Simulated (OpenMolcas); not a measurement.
**Si2H5O (SMILES O[SiH][SiH3]): methods side by side**

The species is Si2H5O (8 atoms), meant as a doublet with charge 0. SMILES: `O[SiH][SiH3]`. The coordinates come from a PBE0-D4/def2-TZVP relaxation. This is one conformer, not always the lowest.

Each level gives the vertical electron affinity (to the singlet anion) (eV). The values are calculated.

The electron affinity is E(neutral) − E(anion): positive where the electron is bound.

| level | kind | program | value (eV) | CPU time (all runs) |
| --- | --- | --- | --- | --- |
| UHF/def2-SVPD | Hartree–Fock | OpenMolcas | -0.43 | 31 s |
| U-revPBE/def2-SVPD | GGA | OpenMolcas | 0.61 | 2.1 min |
| UBLYP/def2-SVPD | GGA | OpenMolcas | 0.59 | 2.2 min |
| UPBE/def2-SVPD | GGA | OpenMolcas | 0.68 | 2.1 min |
| UM06-L/def2-SVPD | meta-GGA | OpenMolcas | 0.61 | 2.8 min |
| UTPSS/def2-SVPD | meta-GGA | OpenMolcas | 0.61 | 3.1 min |
| UB3LYP/def2-SVPD | global hybrid | OpenMolcas | 0.72 | 2.1 min |
| UM06-2X/def2-SVPD | hybrid meta-GGA | OpenMolcas | 0.67 | 2.6 min |

Where it was recorded, the anion's HOMO is positive in U-revPBE/def2-SVPD, UBLYP/def2-SVPD, UPBE/def2-SVPD, UM06-L/def2-SVPD, UTPSS/def2-SVPD, UB3LYP/def2-SVPD, UM06-2X/def2-SVPD: a fault of the level (basis or self-interaction), which says nothing on whether the real anion is bound. The values span -0.43 to 0.72 eV. CPU times are rough (shared hosts, several kinds of processor and program).

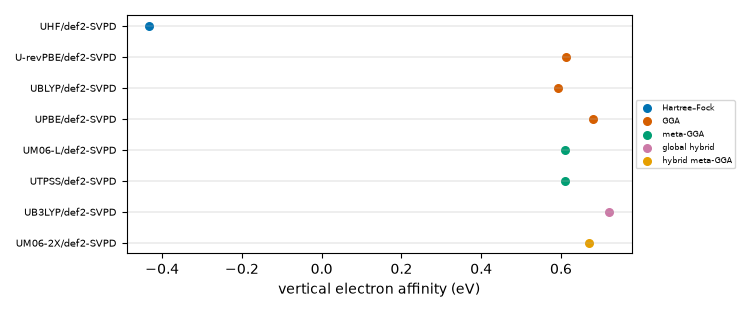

The values of the table, level by level.
